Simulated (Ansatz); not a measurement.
Relaxed GaP (zinc blende):

```xyz
4
Lattice="0.0000 5.5064 5.5064 2.7532 0.0000 2.7532 2.7532 2.7532 0.0000" Properties=species:S:1:pos:R:3 pbc="T T T"
P      4.1298     4.1298     4.1298
P      4.1298     6.8831     6.8831
Ga     0.0000     0.0000     0.0000
Ga     2.7532     5.5064     2.7532
```

A phonon eigenvector at L = (0.5, 0.0, 0.0) is frozen into this cell: atom i moves by Q times the vector below, so Q is the largest atomic displacement, in Å. The cell is held. It is one choice among 2 degenerate patterns. (q is in reciprocal vectors of the primitive cell; the cell shown is doubled to hold the pattern.)

| atom | x | y | z |
|---|---|---|---|
| P1 | 0.285 | -0.520 | 0.805 |
| P2 | -0.285 | 0.520 | -0.805 |
| Ga3 | 0.112 | -0.203 | 0.315 |
| Ga4 | -0.112 | 0.203 | -0.315 |

All values below come from PBE (plane waves to 420 eV, PAW, scalar-relativistic; Ansatz, a program for electronic structure). k mesh 5×10×10 (Γ-centred), Fermi-Dirac smearing 0.05 eV. E stands for the smeared free energy. GaP was relaxed with its symmetry unable to fall. The PAW data are Ansatz's earlier set. The zero of ΔE is the undisplaced structure.

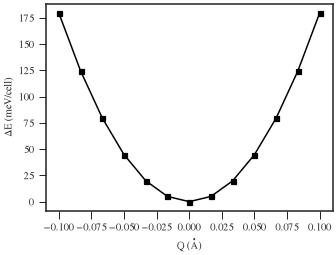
Fig. 1. ΔE (meV/cell) against Q (Å); one marker a computed point.

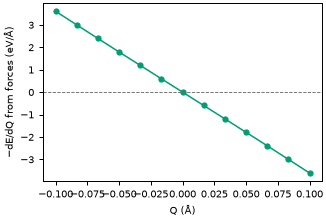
Fig. 1. −dE/dQ from forces (eV/Å) against Q (Å); markers are the computed points, lines only join them.

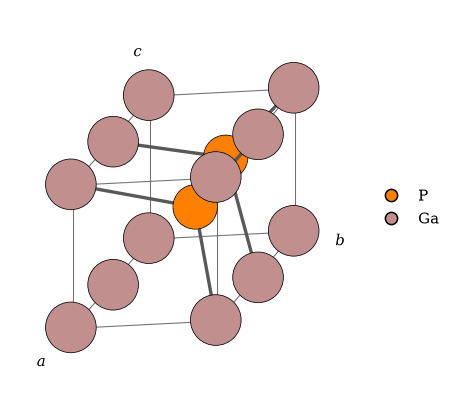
*The cell of the calculation at Q = -0.100 Å.*

Shape of the curve: a single well with its minimum at or next to zero displacement. Symmetry of the curve: even: the same for both signs. Space group of the distorted cell: P1 (No. 1), lowered from F-43m. Wavenumber by perturbation theory (DFPT, on another k mesh): 342 cm⁻¹. Harmonic wavenumber from the curvature (finite differences): 342 cm⁻¹.

E″ = 35.77 eV/Å², M = Σ mᵢ|uᵢ|² = 83.3 u, ν̃ = 521.5·√(|E″|/M).

(For displaced atoms, the force is minus the slope of the energy, and its curvature is a force constant, which sets phonon frequencies.)
